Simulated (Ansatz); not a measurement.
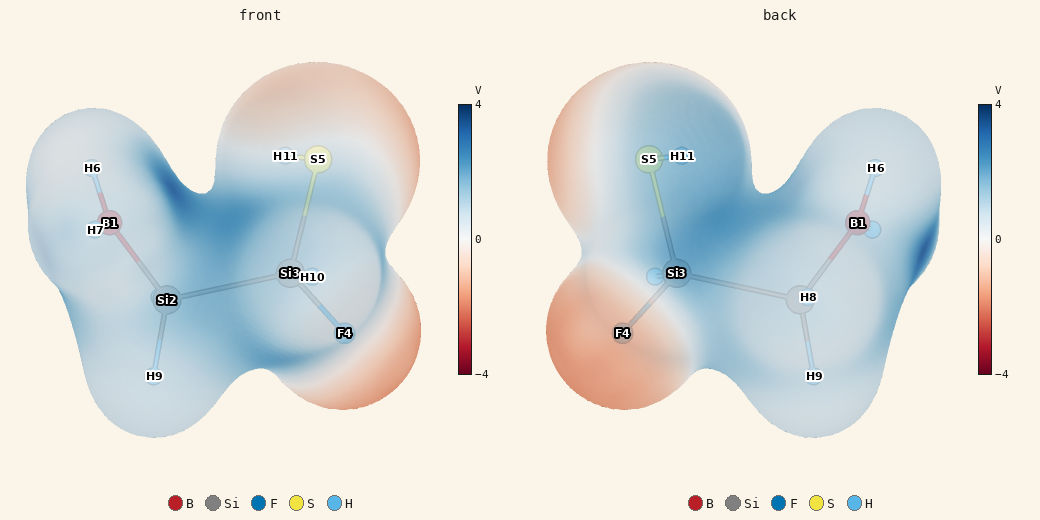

BFH₆SSi₂ (SMILES B[SiH2][SiH](F)S). The electrostatic potential painted on the density surface at 0.004 e/bohr³, seen from the front and from behind; red is negative and blue positive.

All numbers below come from Ansatz 0.2.0, RKS PBE0-D4/6-31G.

```yaml
atoms:
  - { symbol: B, position_ang: [-1.3909, 1.4960, 0.3368] }
  - { symbol: Si, position_ang: [-0.2934, 0.0274, 1.1720] }
  - { symbol: Si, position_ang: [1.3476, -0.5199, -0.4369] }
  - { symbol: F, position_ang: [2.2922, -1.8210, 0.1400] }
  - { symbol: S, position_ang: [0.4305, -1.0245, -2.3962] }
  - { symbol: H, position_ang: [-2.3829, 1.2384, -0.2759] }
  - { symbol: H, position_ang: [-1.0329, 2.6342, 0.4039] }
  - { symbol: H, position_ang: [-1.0598, -1.2426, 1.4247] }
  - { symbol: H, position_ang: [0.4405, 0.4254, 2.4234] }
  - { symbol: H, position_ang: [2.2937, 0.5839, -0.8025] }
  - { symbol: H, position_ang: [-0.5790, -1.8545, -1.9687] }
```

> Describe the electrostatic potential map.

The most negative region (about −1.7 V, or −39 kcal/mol for a unit charge) lies over F4, the most positive (about +3.1 V, or +71 kcal/mol for a unit charge) over B1.
